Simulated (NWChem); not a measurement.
# GaNH3 (SMILES [NH2][GaH]) at U-revTPSS/cc-pVDZ-DK (DKH2)

What is the vertical ionisation energy of GaNH3 at U-revTPSS/cc-pVDZ-DK (DKH2)? 

The results are computed with NWChem 7.3.0.

1 further run of the same task is left out (it didn't finish).

**1. Starting point**

GaNH3: 5 atoms, total charge 0, spin state doublet. SMILES: `[NH2][GaH]`. The coordinates come from a PBE0-D4/def2-TZVP relaxation. This is one conformer, not always the lowest.

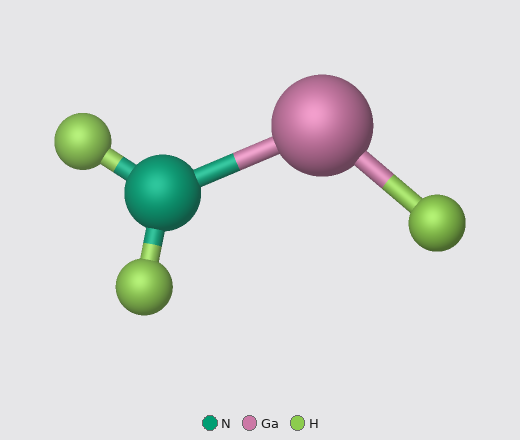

Viewed from a chosen angle; nitrogen teal, gallium pink, hydrogen green.

**2. Energy and one-electron properties at U-revTPSS/cc-pVDZ-DK (DKH2)**

Contents of gah3n.nw:

```
start gah3n
memory stack 880 mb heap 220 mb global 1100 mb
charge 0

geometry units angstrom noautosym nocenter noautoz
 N       -0.211900      -0.684000       0.064700
 Ga       0.815500       0.782900       0.417000
 H       -0.946800      -0.701300      -0.625100
 H       -0.115200      -1.569300       0.532000
 H        0.508200       2.097900      -0.430100
end

basis spherical bse
 * library cc-pVDZ-DK
end

relativistic
 douglas-kroll dkh
end

dft
 xc mgga_x_revtpss mgga_c_revtpss
 mult 2
 grid fine
 convergence energy 1e-05
 iterations 100
 mulliken
end

property
 quadrupole
 mulliken
 moldenfile
 molden_norm janpa
end

task dft property
```

On the command line:

```console
nwchem gah3n.nw > gah3n.out
```

The program printed:

```text
[...]
          Wavefunction type:  spin polarized.
          No. of atoms     :     5
          No. of electrons :    41
[...]
          Charge           :     0
          Spin multiplicity:     2
[...]
          AO basis - number of functions:    56
[...]
              XC Information
              --------------
          Using LibXC version      7.1.2
                                    mgga_x_revtpss  1.000
                                    mgga_c_revtpss  1.000
[...]
 d= 0,ls=0.0,diis     1  -1999.6902676898 -2.10D+03  1.44D-02  1.13D-01     4.7
[...]
 d= 0,ls=0.5,diis    25  -1999.7576942846 -7.83D-08  1.16D-06  3.04D-08    63.4
[...]
         Total DFT energy =    -1999.757694336730
      One electron energy =    -2973.605849915643
           Coulomb energy =      962.012015848209
    Exchange-Corr. energy =      -83.583794055720
 Nuclear repulsion energy =       95.419933786425
[...]
      Total Density - Mulliken Population Analysis
     ---------------------------------------------
    Atom       Charge   Shell Charges
 -----------   ------   -------------------------------------------------------
    1 N    7     7.28   2.01  0.75  0.66  2.40  1.45  0.01
    2 Ga  31    30.83   2.00  2.00  2.01  0.96  0.42  6.00  6.00  0.90  0.45  9.83  0.26
    3 H    1     0.90   0.73  0.12  0.05
    4 H    1     0.90   0.73  0.11  0.05
    5 H    1     1.09   0.68  0.39  0.01
[...]
      <S2> =      0.7542 (Exact =     0.7500)
[...]
```

Wall time 67 s (1 thread of AMD EPYC 9R05 (Zen 5), shared host); peak memory 0.12 GiB.

Atomic charges (e):

```csv
atom,Mulliken,Löwdin
N1,-0.279,-0.080
Ga2,+0.167,+0.050
H3,+0.098,+0.050
H4,+0.103,+0.050
H5,-0.088,-0.070
```

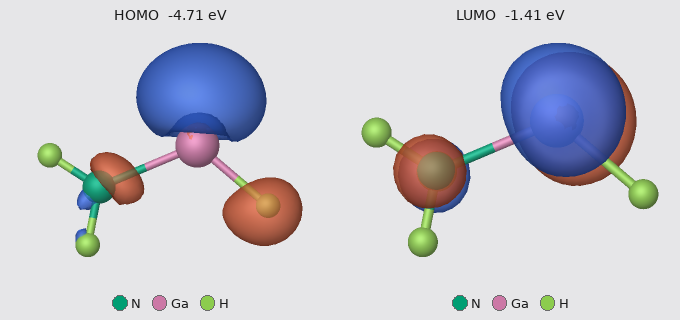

Frontier orbitals of this run (spin up), surfaces at ±0.2 Å^-3/2.

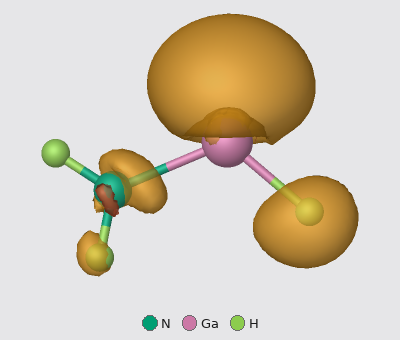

Spin density, surfaces at ±0.03 e/Å³.

**3. The singlet cation at the same level**

Contents of gah3n.xyz:

```xyz
5
GaH3N properties
N     -0.211900    -0.684000     0.064700
Ga     0.815500     0.782900     0.417000
H     -0.946800    -0.701300    -0.625100
H     -0.115200    -1.569300     0.532000
H      0.508200     2.097900    -0.430100
```

Contents of gah3n.nw:

```
start gah3n
title "GaH3N properties"
memory stack 880 mb heap 220 mb global 1100 mb
charge 1
geometry units angstrom noautosym nocenter noautoz
  load format xyz gah3n.xyz
end
basis spherical bse
  * library cc-pVDZ-DK
end
relativistic
  douglas-kroll dkh
end
dft
  xc mgga_x_revtpss mgga_c_revtpss
  grid fine
  convergence energy 1e-05
  maxiter 150
  mulliken
end
property
  quadrupole
  mulliken
  moldenfile
  molden_norm janpa
end
task dft property
```

On the command line:

```console
nwchem gah3n.nw > gah3n.out
```

The program printed:

```text
[...]
          Wavefunction type:  closed shell.
          No. of atoms     :     5
          No. of electrons :    40
[...]
          Charge           :     1
          Spin multiplicity:     1
[...]
          AO basis - number of functions:    56
[...]
              XC Information
              --------------
          Using LibXC version      7.1.2
                                    mgga_x_revtpss  1.000
                                    mgga_c_revtpss  1.000
[...]
 d= 0,ls=0.0,diis     1  -1999.2145862161 -2.09D+03  4.62D-02  2.16D+00     4.4
[...]
 d= 0,ls=0.0,diis    11  -1999.4656074410 -5.22D-08  5.71D-07  1.10D-09    25.2
         Total DFT energy =    -1999.465607441037
      One electron energy =    -2961.948360271137
           Coulomb energy =      950.364039571030
    Exchange-Corr. energy =      -83.301220527355
 Nuclear repulsion energy =       95.419933786425
[...]
      Total Density - Mulliken Population Analysis
     ---------------------------------------------
    Atom       Charge   Shell Charges
 -----------   ------   -------------------------------------------------------
    1 N    7     7.21   2.01  0.75  0.65  2.41  1.39  0.01
    2 Ga  31    30.25   2.00  2.00  2.01  1.01  0.19  6.00  6.00  0.75  0.20  9.84  0.25
    3 H    1     0.82   0.69  0.07  0.06
    4 H    1     0.84   0.71  0.08  0.05
    5 H    1     0.88   0.62  0.24  0.01
[...]
```

Wall time 26 s (1 thread of AMD EPYC 9R05 (Zen 5), shared host); peak memory 0.22 GiB.

Atomic charges (e):

```csv
atom,Mulliken,Löwdin
N1,-0.211,+0.000
Ga2,+0.747,+0.720
H3,+0.179,+0.110
H4,+0.161,+0.090
H5,+0.123,+0.070
```

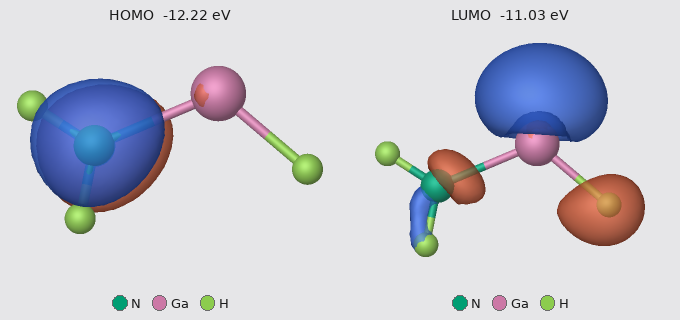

Frontier orbitals of this run, surfaces at ±0.2 Å^-3/2.

**4. Results**

Level: U-revTPSS/cc-pVDZ-DK (DKH2).

| quantity | value |
| --- | --- |
| doublet GaNH3: total energy | -1999.75769 Eh |
| doublet GaNH3: dipole moment | 1.42 D |
| doublet GaNH3: HOMO energy (highest over α and β) | -4.71 eV |
| doublet GaNH3: LUMO energy (lowest over α and β) | -3.19 eV |
| doublet GaNH3: ⟨S²⟩ | 0.754 |
| singlet cation: total energy | -1999.46561 Eh |
| singlet cation: HOMO energy | -12.22 eV |
| singlet cation: LUMO energy | -11.03 eV |
| singlet cation: HOMO–LUMO gap | 1.19 eV |
| vertical ionisation energy (to the singlet cation) | 7.948 eV |

What this shows: Removing an electron at fixed nuclei costs 7.95 eV (183 kcal/mol). Only the singlet of the ionised species was computed; a triplet could lie lower. Mulliken charges (singlet cation) run from -0.21 on N1 to +0.75 on Ga2.
